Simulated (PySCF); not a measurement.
# SiI (charge −1, triplet): what the fields show

```xyz
2

Si    0.0000    0.0000   -2.2025
I     0.0000    0.0000    0.4855
```

Core potentials replace the inner electrons of I.

These are results of PySCF 2.14.0, PBE0/def2-SVPD, non-relativistic Hamiltonian with scalar-relativistic core potentials where named, at a bond length of 2.688 Å, not measurements.

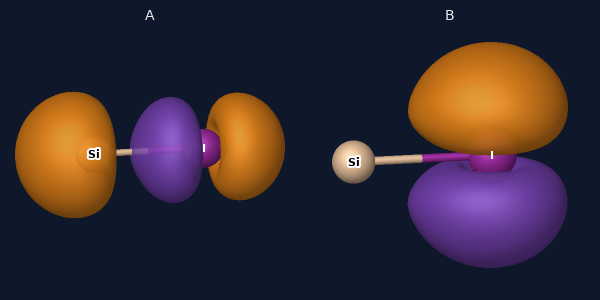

Figure 1. Two frontier β-spin orbitals, each drawn at the value that holds 80 % of its norm (orange and purple are the two phases), in no order; of a degenerate pair one member is drawn.

Q: Name the orbitals and rank them from lowest to highest energy.

A: Orbital B: π, occupied in this spin, −2.58 eV; mainly on I (95 %).
Orbital A: σ, occupied in this spin, −2.32 eV; shared between the atoms (Si 55 %, I 45 %).

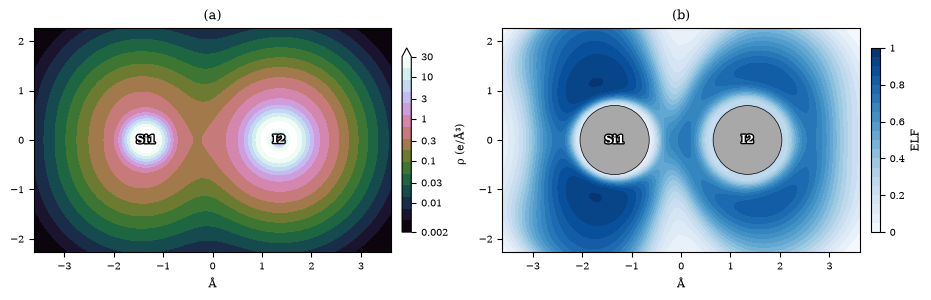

Figure 2. (a) electron density; (b) ELF on a plane that holds the molecular axis. Grey discs cover the atomic cores in the ELF map.

Q: Describe what can be read from this map.

A: The plane passes through Si and I nuclei. Si–I (2.69 Å): the density is about 0.4 e/Å³ at the midpoint, with its minimum of 0.33 e/Å³ about 1.0 Å from Si; the ELF peaks at about 0.75 between the atoms. The ELF also peaks beside I2 and Si1, away from the bonds: non-bonding electrons, paired or unpaired.

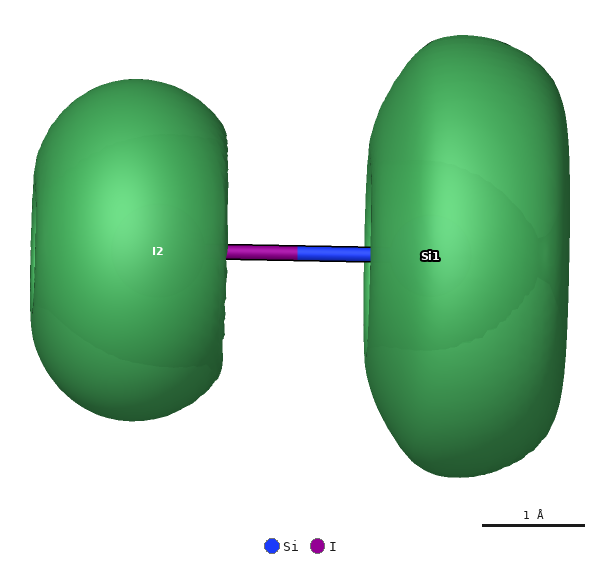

Figure 3. Isosurface of the electron localisation function at 0.75 (green), seen from one side. Core shells and regions of very low density are left out.

Q: What do the ELF domains correspond to?

A: At this value the surface marks out one ring or bowl of non-bonding electrons around I and one ring or bowl of non-bonding electrons around Si.
